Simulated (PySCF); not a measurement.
**H4Sn, SMILES `[SnH4]`: what the electrons do**

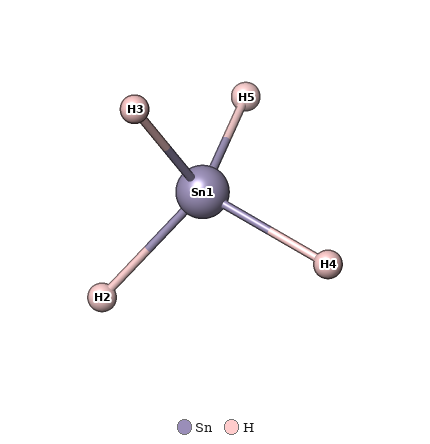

The molecule, with its atoms numbered as below. No frequency check shows the geometry to be a minimum.

Cartesian coordinates (Å):

```
Sn1     -0.0000    0.0000    0.0000
H2      -0.9460   -1.2436   -0.4929
H3      -0.9460    1.2436    0.4929
H4       0.9462   -0.4930    1.2435
H5       0.9462    0.4930   -1.2435
```

## 1. Bonding charge

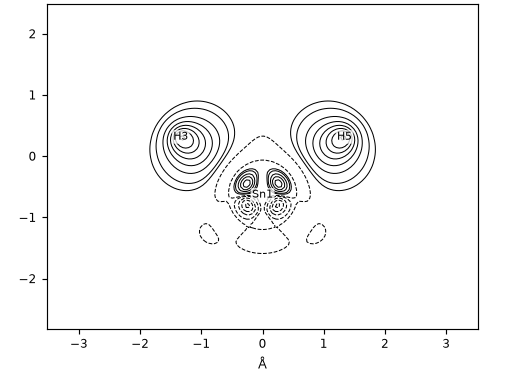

Deformation density (molecule less spherical, spin-averaged free atoms) in the plane of Sn1, H3 and H5; contours at ±0.05 to ±0.8 e/Å³; solid lines: gain, dashed lines: loss.

Level of theory: ωB97X/def2-TZVP (PySCF), at a geometry from GFN2-xTB. Core potentials replace the inner electrons of Sn; spin–orbit coupling isn't included.

Question: How much density has each bond in this plane gained at its critical point, relative to the free atoms?

Answer: Sn1–H3 and Sn1–H5: +0.25 e/Å³ at the bond critical point (bond length 1.64 Å, Mayer order 1.0). In all, 1.2 electrons gather in the regions of gain relative to the promolecule.

## 2. Local ionisation energy

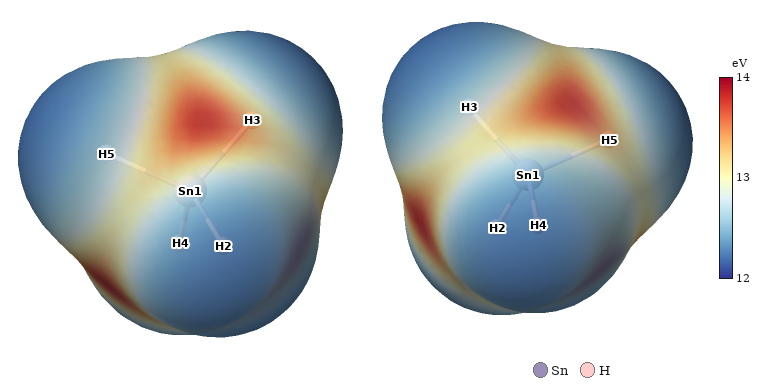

Average local ionisation energy on the surface of electron density 0.001 a.u. (back view left, front view right).

Question: Locate the minima of the map.

Answer: The lowest value is 12.2 eV, 1.5 Å from H4, and at like points elsewhere. For comparison, the highest occupied orbital lies at −11.7 eV.

Question: What volume does the surface enclose, and what is the dipole moment?

Answer: About 75 Å³; the dipole moment is 0.0 D.

## 3. In an electric field

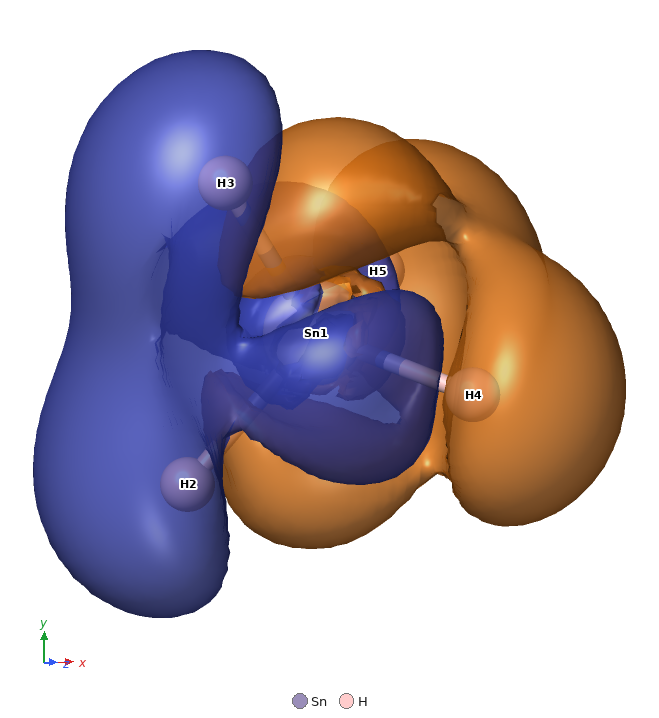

Change of the electron density in a uniform field of 0.21 V/Å, surfaces at ±0.0008 e/Å³ (orange: gain, blue: loss).

Level of theory: ωB97X/def2-TZVP (PySCF), at a geometry from GFN2-xTB. Core potentials replace the inner electrons of Sn; spin–orbit coupling isn't included. A basis without diffuse functions makes polarisabilities too small.

The field was applied in both directions; the picture shows the one opposite to the script's first.

Question: Along which Cartesian direction does the field point?

Answer: Along −x: electrons gather on the +x side, against the field.

Question: How large is the response?

Answer: The induced dipole is 0.39 D (along the field); α along this axis, from the fields in both directions, is 38 bohr³ (5.7 Å³).
